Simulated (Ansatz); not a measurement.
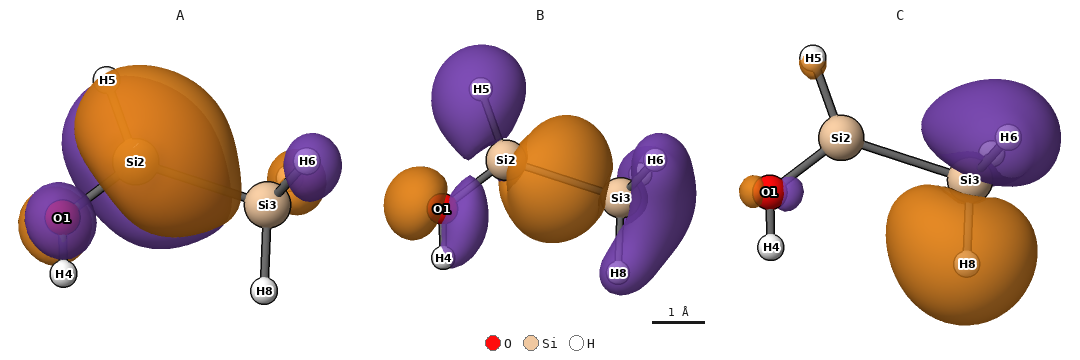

The picture shows: H$_{5}$OSi$_{2}$ (SMILES [OH+]=[SiH][SiH3]) (charge +1). Three frontier orbitals at ±0.1 Å⁻³ᐟ² (orange and purple are the two phases), in no order.

Geometry: PBE0-D4/def2-TZVP.

Method: RKS PBE0-D4/def2-TZVPP in Ansatz.

Input file:

```
crystal:
  periodic: [false, false, false]
  atoms:
    - {symbol: O, position_ang: [-1.652109, 0.549430, -1.292896]}
    - {symbol: Si, position_ang: [-0.229982, 0.801489, -0.639840]}
    - {symbol: Si, position_ang: [0.830289, -0.657075, 0.892048]}
    - {symbol: H, position_ang: [-2.229466, -0.207893, -1.141985]}
    - {symbol: H, position_ang: [0.288608, 2.083381, -1.157556]}
    - {symbol: H, position_ang: [1.028111, 0.210094, 2.075004]}
    - {symbol: H, position_ang: [2.082775, -1.005703, 0.184562]}
    - {symbol: H, position_ang: [-0.118216, -1.773713, 1.080662]}
basis:
  gaussian: {orbitals: def2-TZVPP}
total_charge: 1
hamiltonian: {xc: pbe0, dispersion: d4}
output: {orbitals: {seedname: orbitals}}
```

Run with:

```sh
ansatz run in.yaml --threads 2 --pin off --events-out ev --progress --plain --max-ram 4352MiB
```

Order the three orbitals by energy and name them.

Answer. C is the HOMO−1 (−15.35 eV). By Hirshfeld shares it lies mainly on Si3 (about 45 %), H8 (about 35 %), H6 (about 10 %) and H7 (about 10 %). B is the HOMO (−14.29 eV). It lies mainly on Si2 (about 35 %), Si3 (about 30 %), O1 (about 15 %) and H5 (about 10 %). A is the LUMO (−8.23 eV). Its weight (Hirshfeld) is mainly on Si2 (about 70 %) and O1 (about 10 %).

What is the HOMO–LUMO gap?

Answer. 6.06 eV between the orbital energies.
